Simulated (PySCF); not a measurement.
**AsH₂, doublet, SMILES `[AsH2]`: what the electrons do**

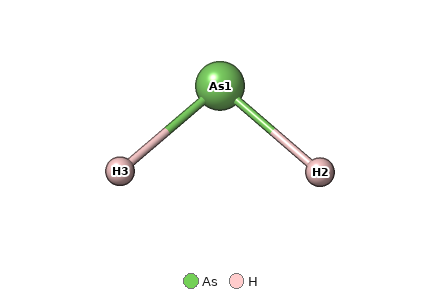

The molecule, with its atoms numbered as below. No frequency check shows the geometry to be a minimum.

Coordinates in Å:

```
As1     -0.0000   -0.0614    0.0000
H2      -1.0523    1.0133    0.0000
H3       1.0526    1.0131    0.0000
```

### 1. Bonding charge

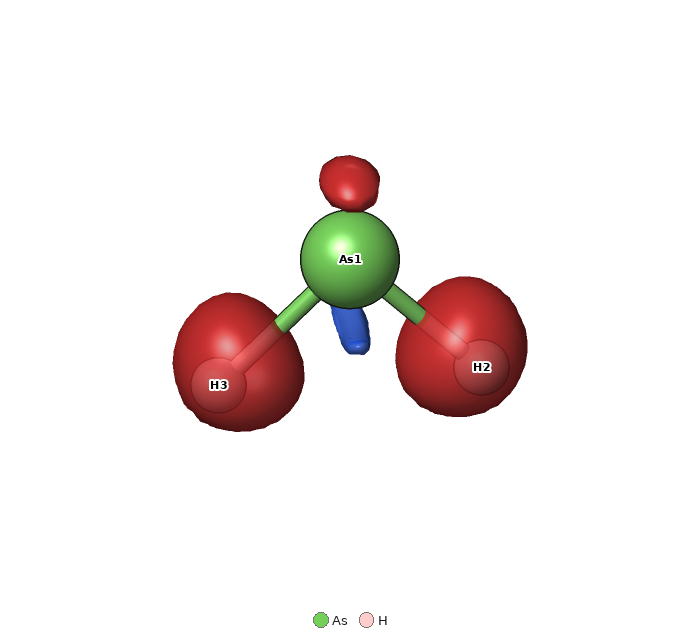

Deformation density (molecule less spherical, spin-averaged free atoms at the same positions), surfaces at ±0.11 e/Å³; red: gain, blue: loss.

Method: B3LYP/cc-pVDZ; geometry: GFN2-xTB; program: PySCF. The stability of the open-shell solution wasn't checked. GFN2-xTB doesn't know the spin state, so this open-shell geometry is rough.

Describe the bonding that the map shows.

Answer. As1–H2 and As1–H3: +0.22 e/Å³ at the bond critical point (bond length 1.50 Å, Mayer order 1.0). In all, 0.6 electrons gather in the regions of gain relative to the promolecule.

### 2. Bond critical points

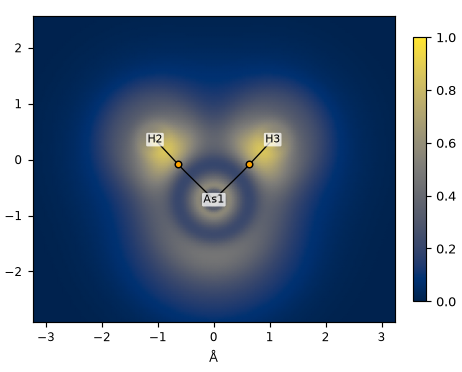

Localised orbital locator (LOL) in the molecular plane, with bond paths and bond critical points (dots).

What values does LOL take at the bond critical points in this plane?

Answer. As1–H2 and As1–H3: about 0.57. Values above 0.5 mark slow, localised electrons, as in shared pairs; low values at a critical point mark a polar or closed-shell contact whose critical point lies between the shells.

Where along As1–H2 does the critical point lie?

Answer. 0.90 Å from As1 and 0.61 Å from H2.

### 3. Local ionisation energy

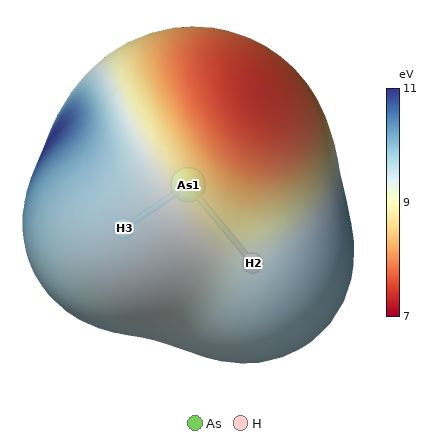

Average local ionisation energy on the surface of electron density 0.001 a.u.

Where are the most loosely bound electrons on this surface?

Answer. The lowest value is 7.3 eV, 2.3 Å from As1, and at like points elsewhere. For comparison, the highest occupied orbital lies at −6.4 eV.

What volume does the surface enclose, and what is the dipole moment?

Answer. About 58 Å³; the dipole moment is 0.3 D.

### 4. Spin density

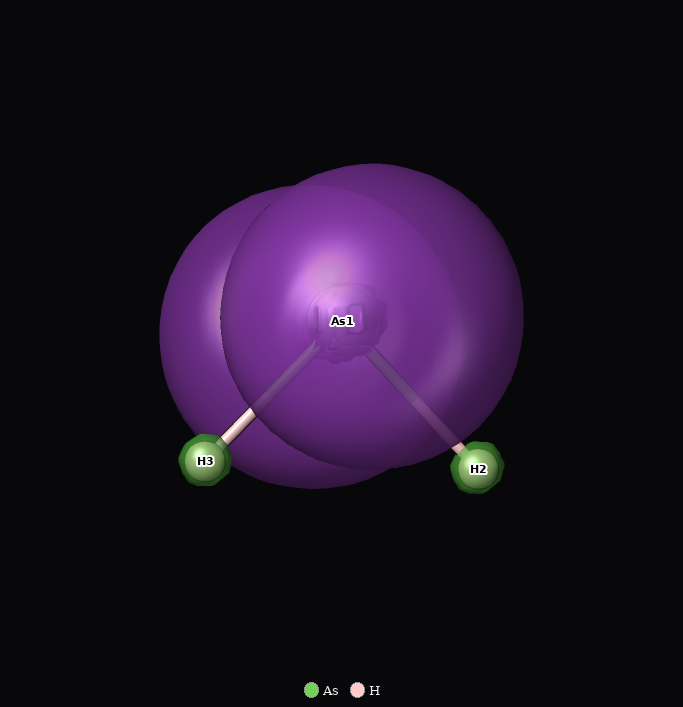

Spin density ρα − ρβ at ±0.03 e/Å³ (purple: excess α, green: excess β).

How is the spin shared among the atoms?

Answer. Hirshfeld spin populations: As1 +0.94. ⟨S²⟩ = 0.75, as for a pure state.

### 5. In an electric field

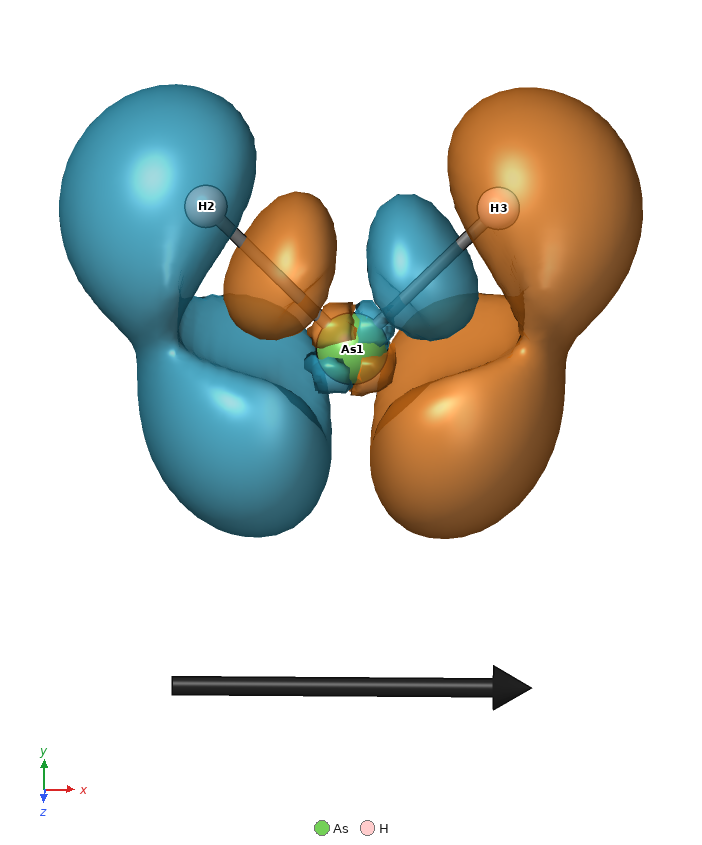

Change of the electron density in a uniform field of 0.21 V/Å along +x (arrow), surfaces at ±0.0015 e/Å³ (light blue: gain, orange: loss).

PySCF calculation, B3LYP/def2-SVPD, gas phase; geometry: GFN2-xTB. The stability of the open-shell solution wasn't checked. GFN2-xTB doesn't know the spin state, so this open-shell geometry is rough.

What dipole is induced, and what polarisability does it imply?

Answer. The induced dipole is 0.34 D (along the field); α along this axis, from the fields in both directions, is 34 bohr³ (5.0 Å³).

Which atoms gain and lose the most charge?

Answer. Electrons gather most on H2 (Hirshfeld charge changes by −0.011 e) and leave H3 most (+0.011 e); 0.032 electrons are displaced in all.
